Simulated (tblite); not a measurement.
C₄H₇BrFSi: geometry relaxation

- system: C₄H₇BrFSi, multiplicity 2
- method: GFN2-xTB geometry optimisation, gas phase (tblite 0.8.0)

It belongs to a series of runs on one base structure; here: H added to sp2 C.

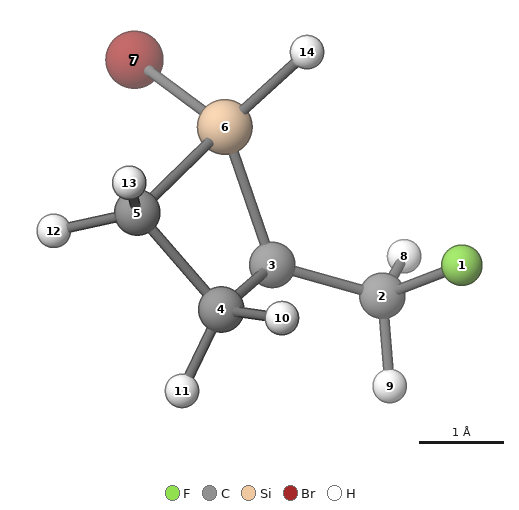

The structure as given in the input (ball-and-stick view, seen at a tilt; atoms are numbered from 1 in the order of the input).

The input:
```
{"job": {"kind": "relax", "xc": "GFN2-xTB", "basis": "xTB"}, "charge": 0, "multiplicity": 2}
F      2.212000    -0.007800     1.162700
C      1.899900     0.352400    -0.124600
C      0.477000     0.178600    -0.371900
C     -0.217200    -1.126800    -0.302200
C     -1.645200    -0.549200    -0.063700
Si    -0.841900     1.045600     0.459300
Br    -1.508200     2.787600    -0.688900
H      2.232600     1.387900    -0.260100
H      2.498500    -0.292700    -0.780300
H      0.145100    -1.763200     0.536000
H     -0.126200    -1.724400    -1.216500
H     -2.243200    -0.473100    -0.985200
H     -2.239600    -1.066000     0.698300
H     -0.644200     1.250600     1.914800
```

The first line tells a small driver script what to run in tblite; the rest is the geometry in Å.

Run on 1 CPU thread, shared host.

Launched with:
```bash
OMP_NUM_THREADS=1 python <driver script> task.json out
```

The program's output:
```
step      E/eV     max force
  0    -615.47201    2.572
  1    -615.58790    0.699
  2    -615.62405    0.583
  3    -615.66491    0.447
  4    -615.68962    0.404
  5    -615.71048    0.396
  6    -615.72739    0.420
  7    -615.74538    0.419
  8    -615.76481    0.353
  9    -615.78318    0.364
 10    -615.79596    0.361
 11    -615.80393    0.253
 12    -615.81029    0.244
 13    -615.81664    0.203
 14    -615.82316    0.237
 15    -615.82912    0.242
 16    -615.83390    0.158
 17    -615.83819    0.156
 18    -615.84257    0.137
 19    -615.84656    0.156
 20    -615.84989    0.148
 21    -615.85309    0.182
 22    -615.85662    0.170
 23    -615.86031    0.145
 24    -615.86352    0.119
 25    -615.86592    0.109
 26    -615.86771    0.103
 27    -615.86898    0.093
 28    -615.86975    0.062
 29    -615.87025    0.058
 30    -615.87075    0.054
 31    -615.87137    0.084
 32    -615.87202    0.082
 33    -615.87257    0.050
 34    -615.87302    0.054
 35    -615.87348    0.059
 36    -615.87399    0.079
 37    -615.87446    0.065
 38    -615.87480    0.042
 39    -615.87506    0.042
 40    -615.87529    0.046
 41    -615.87551    0.046
 42    -615.87568    0.028
 43    -615.87581    0.033
 44    -615.87592    0.034
 45    -615.87602    0.029
 46    -615.87613    0.030
 47    -615.87626    0.042
 48    -615.87642    0.048
 49    -615.87658    0.038
 50    -615.87669    0.026
 51    -615.87676    0.024
 52    -615.87681    0.022
 53    -615.87686    0.019
 54    -615.87689    0.015
 55    -615.87693    0.014
 56    -615.87696    0.019
 57    -615.87699    0.018
 58    -615.87702    0.014
 59    -615.87704    0.012
 60    -615.87706    0.015
 61    -615.87709    0.019
 62    -615.87712    0.015
 63    -615.87715    0.016
 64    -615.87717    0.016
 65    -615.87722    0.028
 66    -615.87730    0.040
 67    -615.87739    0.034
 68    -615.87745    0.019
 69    -615.87750    0.018
 70    -615.87755    0.024
 71    -615.87762    0.036
 72    -615.87771    0.033
 73    -615.87779    0.019
 74    -615.87784    0.018
 75    -615.87788    0.020
 76    -615.87794    0.026
 77    -615.87800    0.020
 78    -615.87805    0.015
 79    -615.87810    0.020
 80    -615.87818    0.030
 81    -615.87832    0.046
 82    -615.87853    0.049
 83    -615.87873    0.033
 84    -615.87885    0.021
 85    -615.87892    0.019
 86    -615.87897    0.024
 87    -615.87906    0.026
 88    -615.87923    0.030
 89    -615.87953    0.040
 90    -615.87972    0.041
 91    -615.87992    0.031
 92    -615.88006    0.025
 93    -615.88016    0.020
 94    -615.88018    0.037
 95    -615.88026    0.016
 96    -615.88030    0.014
 97    -615.88034    0.016
 98    -615.88036    0.015
 99    -615.88042    0.019
100    -615.88052    0.026
101    -615.88074    0.038
102    -615.88107    0.047
103    -615.88149    0.055
104    -615.88197    0.066
105    -615.88262    0.077
106    -615.88318    0.118
107    -615.88461    0.157
108    -615.88658    0.161
109    -615.88964    0.117
110    -615.89150    0.243
111    -615.89220    0.073
112    -615.89344    0.142
113    -615.89488    0.215
114    -615.89708    0.251
115    -615.90020    0.152
116    -615.90196    0.260
117    -615.90389    0.117
118    -615.90562    0.115
119    -615.90704    0.288
120    -615.90993    0.142
121    -615.91250    0.095
122    -615.91538    0.180
123    -615.91715    0.260
124    -615.92030    0.094
125    -615.92263    0.264
126    -615.92517    0.077
127    -615.92683    0.161
128    -615.92847    0.148
129    -615.92909    0.157
130    -615.93054    0.086
131    -615.93117    0.097
132    -615.93171    0.087
133    -615.93216    0.062
134    -615.93238    0.052
135    -615.93240    0.083
136    -615.93272    0.020
137    -615.93282    0.018
138    -615.93294    0.016
139    -615.93299    0.018
140    -615.93304    0.015
141    -615.93307    0.013
142    -615.93309    0.009
```

Trajectory as extended XYZ (Å, eV, eV/Å), 7 of the 143 frames kept, from step=0 to step=142:
```
14
Properties=species:S:1:pos:R:3:forces:R:3 step=0 energy=-615.47201
F     2.2120   -0.0078    1.1627    0.2060  -0.1220   0.6020
C     1.8999    0.3524   -0.1246    0.9620  -0.0560  -0.8900
C     0.4770    0.1786   -0.3719    1.2310  -0.6950  -0.3490
C    -0.2172   -1.1268   -0.3022   -0.5660  -0.5650  -0.2370
C    -1.6452   -0.5492   -0.0637   -0.4770  -0.9760   0.1140
Si   -0.8419    1.0456    0.4593   -1.2160   1.7010   1.4980
Br   -1.5082    2.7876   -0.6889   -0.2110   0.5590  -0.0600
H     2.2326    1.3879   -0.2601   -0.0670   0.0390   0.0970
H     2.4985   -0.2927   -0.7803    0.1550  -0.0960  -0.0010
H     0.1451   -1.7632    0.5360   -0.1920   0.3400  -0.4000
H    -0.1262   -1.7244   -1.2165   -0.0110  -0.0320   0.0780
H    -2.2432   -0.4731   -0.9852    0.2730  -0.2140   0.3350
H    -2.2396   -1.0660    0.6983    0.1660  -0.0910  -0.3460
H    -0.6442    1.2506    1.9148   -0.2520   0.2100  -0.4410
14
Properties=species:S:1:pos:R:3:forces:R:3 step=24 energy=-615.86352
F     2.4954   -0.0534    1.1412    0.0240   0.0640  -0.0460
C     2.0045    0.2800   -0.1229   -0.0520   0.0190  -0.0610
C     0.5315    0.1695   -0.1451   -0.0410  -0.0560   0.0910
C    -0.2183   -1.1064   -0.3170   -0.0450  -0.0310  -0.0280
C    -1.6431   -0.5800   -0.0394    0.0430  -0.0680  -0.0060
Si   -0.9398    1.1164    0.4971    0.0700   0.0290   0.0660
Br   -1.5948    2.9049   -0.6703    0.0470  -0.0820   0.0000
H     2.3316    1.3056   -0.3267    0.0780  -0.0320   0.0730
H     2.4792   -0.4228   -0.8203   -0.0190   0.0330   0.0300
H     0.1011   -1.8738    0.4011   -0.0180   0.1040  -0.0080
H    -0.0824   -1.5552   -1.3072   -0.0560   0.0400  -0.0120
H    -2.2618   -0.5824   -0.9344   -0.0140   0.0250   0.0360
H    -2.1692   -1.1393    0.7287    0.0000  -0.0240  -0.0200
H    -1.0346    1.5364    1.8930   -0.0180  -0.0220  -0.1160
14
Properties=species:S:1:pos:R:3:forces:R:3 step=47 energy=-615.87626
F     2.5555   -0.0308    1.1324    0.0050  -0.0020   0.0090
C     2.0064    0.2813   -0.1121   -0.0030   0.0130  -0.0040
C     0.5358    0.1526   -0.0796   -0.0040   0.0060   0.0220
C    -0.2260   -1.1022   -0.3309   -0.0080   0.0000  -0.0030
C    -1.6441   -0.5875   -0.0139   -0.0140   0.0000  -0.0060
Si   -0.9378    1.1012    0.5418    0.0120   0.0360  -0.0170
Br   -1.5140    2.8304   -0.7508    0.0090  -0.0110   0.0080
H     2.3247    1.3074   -0.3248    0.0070   0.0170  -0.0010
H     2.4628   -0.4172   -0.8234    0.0000  -0.0060   0.0090
H     0.0912   -1.9085    0.3391    0.0080  -0.0110  -0.0100
H    -0.1056   -1.4788   -1.3512   -0.0050  -0.0170  -0.0100
H    -2.2825   -0.5589   -0.8932   -0.0220  -0.0120  -0.0160
H    -2.1564   -1.1732    0.7430    0.0050  -0.0040   0.0180
H    -1.1107    1.5836    1.9015    0.0100  -0.0090   0.0010
14
Properties=species:S:1:pos:R:3:forces:R:3 step=71 energy=-615.87762
F     2.5365   -0.0025    1.1594    0.0000   0.0030  -0.0020
C     2.0060    0.2813   -0.1006    0.0010  -0.0020   0.0030
C     0.5350    0.1495   -0.0872    0.0130   0.0000  -0.0020
C    -0.2311   -1.1010   -0.3534   -0.0020   0.0180  -0.0020
C    -1.6445   -0.5919   -0.0049   -0.0120   0.0170   0.0080
Si   -0.9344    1.1038    0.5323   -0.0030  -0.0360   0.0000
Br   -1.4889    2.8334   -0.7647   -0.0080   0.0060  -0.0060
H     2.3254    1.3044   -0.3290   -0.0090   0.0020   0.0030
H     2.4776   -0.4288   -0.7898   -0.0070  -0.0140   0.0060
H     0.0967   -1.9253    0.2893    0.0050   0.0050  -0.0040
H    -0.1292   -1.4533   -1.3847   -0.0010  -0.0010  -0.0050
H    -2.3158   -0.5813   -0.8604    0.0120  -0.0090  -0.0040
H    -2.1232   -1.1715    0.7792    0.0000  -0.0010  -0.0030
H    -1.1108    1.5827    1.8923    0.0100   0.0120   0.0070
14
Properties=species:S:1:pos:R:3:forces:R:3 step=95 energy=-615.88026
F     2.4494    0.1371    1.2666    0.0050   0.0110  -0.0020
C     2.0115    0.2531   -0.0532   -0.0010  -0.0020  -0.0030
C     0.5396    0.1586   -0.1239   -0.0030   0.0080   0.0030
C    -0.2408   -1.0720   -0.4408   -0.0020  -0.0010   0.0010
C    -1.6323   -0.5969    0.0247    0.0030  -0.0030  -0.0040
Si   -0.9185    1.1049    0.5348    0.0030   0.0140   0.0080
Br   -1.5675    2.7819   -0.7921    0.0080   0.0000   0.0080
H     2.3748    1.2310   -0.3929   -0.0060  -0.0050  -0.0080
H     2.5057   -0.5517   -0.6088   -0.0060  -0.0030   0.0080
H     0.1264   -1.9466    0.1051    0.0090  -0.0090   0.0100
H    -0.2071   -1.3321   -1.5033    0.0030  -0.0040  -0.0120
H    -2.3766   -0.6012   -0.7675   -0.0070   0.0040  -0.0070
H    -2.0211   -1.1932    0.8448   -0.0050  -0.0050   0.0010
H    -1.0441    1.6266    1.8844   -0.0020  -0.0070  -0.0050
14
Properties=species:S:1:pos:R:3:forces:R:3 step=118 energy=-615.90562
F     2.4867    0.7500    1.1312   -0.0060  -0.0270  -0.0560
C     2.0112    0.2495   -0.0726    0.0140   0.0360  -0.0080
C     0.5453    0.1026   -0.0357   -0.0010   0.0090   0.0740
C    -0.2503   -1.0944   -0.4338    0.0120   0.0010  -0.0320
C    -1.6573   -0.5847   -0.0449    0.0420  -0.0640   0.0140
Si   -0.9069    1.0358    0.6403   -0.0050   0.1150   0.0050
Br   -1.4471    2.8376   -0.5629   -0.0190   0.0470  -0.0080
H     2.3326    0.9830   -0.8329   -0.0440  -0.0730   0.0320
H     2.5240   -0.7046   -0.2507   -0.0130   0.0330   0.0400
H     0.0584   -1.9896    0.1193   -0.0530   0.0290  -0.0440
H    -0.1478   -1.3257   -1.4980   -0.0340  -0.0640  -0.0180
H    -2.3316   -0.4960   -0.8945    0.0680   0.0410   0.0000
H    -2.1557   -1.2117    0.6885    0.0470  -0.0570   0.0170
H    -1.0623    1.4477    2.0246   -0.0060  -0.0250  -0.0170
14
Properties=species:S:1:pos:R:3:forces:R:3 step=142 energy=-615.93309
F     2.4425    1.2394    0.7907   -0.0050  -0.0040  -0.0060
C     2.0140    0.2145   -0.0198    0.0030   0.0030   0.0040
C     0.5477    0.1054   -0.0150    0.0040   0.0030   0.0060
C    -0.2484   -1.0500   -0.5212   -0.0010   0.0010   0.0000
C    -1.6456   -0.5793   -0.0649   -0.0050   0.0000   0.0010
Si   -0.9021    1.0163    0.6927   -0.0040  -0.0040   0.0020
Br   -1.5052    2.8772   -0.3837    0.0000  -0.0020   0.0000
H     2.4072    0.4305   -1.0272    0.0000  -0.0010   0.0000
H     2.4969   -0.7046    0.3471    0.0060   0.0000  -0.0010
H     0.0567   -2.0003   -0.0712    0.0020   0.0010   0.0010
H    -0.1701   -1.1777   -1.6054    0.0000   0.0000  -0.0040
H    -2.3411   -0.4455   -0.8897    0.0000   0.0030   0.0000
H    -2.1067   -1.2619    0.6432   -0.0020   0.0030   0.0010
H    -1.0465    1.3355    2.1023    0.0010  -0.0020  -0.0040
```

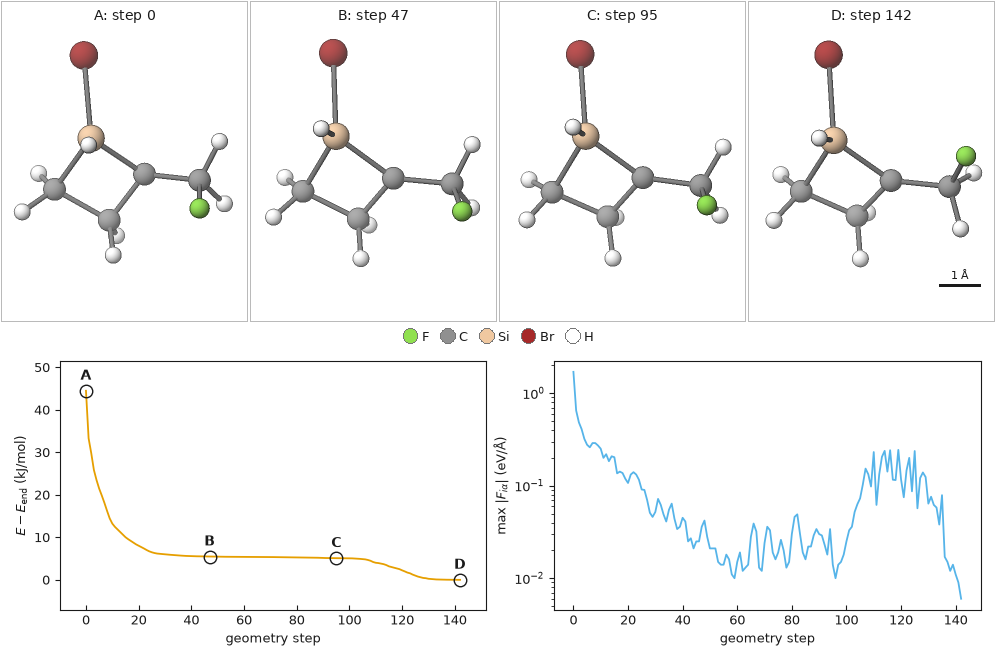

Frames of the relaxation (ball-and-stick view, seen at a tilt) above the curves, on which the letters mark them (steps are counted from 0).

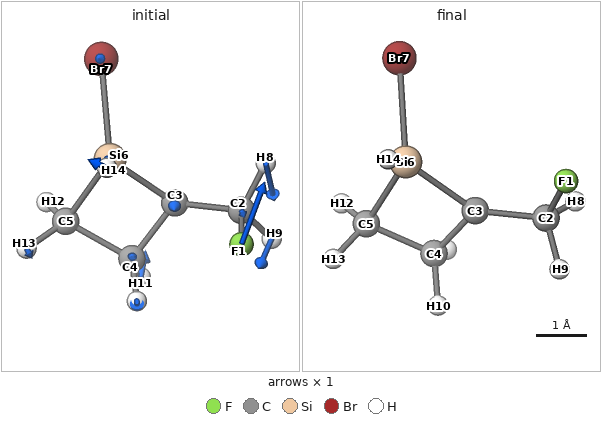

Before (left) and after (right) the relaxation, at one scale (ball-and-stick view, seen at a tilt). The blue arrows give the displacements, at true length. The energy falls by 44.5 kJ/mol in 142 geometry steps. Largest force component: 1.7 eV/Å at the start, 0.006 eV/Å at the end. F1 moves most after the best rigid fit: 1.38 Å. By element the largest moves are F 1.38 Å, H 1.26 Å, C 0.36 Å, Br 0.24 Å, Si 0.22 Å. Among the contacts that change: C3–Si6 1.784 → 1.853 Å, C5–Si6 1.861 → 1.916 Å, Si6–Br7 2.190 → 2.233 Å, Si6–H14 1.483 → 1.452 Å. Among the angles that change: C2–C3–Si6 125.9° → 138.2°, Br7–Si6–H14 116.4° → 104.9°, C3–Si6–H14 115.2° → 123.8°. (Atoms are counted from 1 in the order of the input.)

Results in brief:

```csv
quantity,value
outcome,converged
total energy,−615.9331 eV
wall time,0.86 s
peak memory,0.18 GiB
```
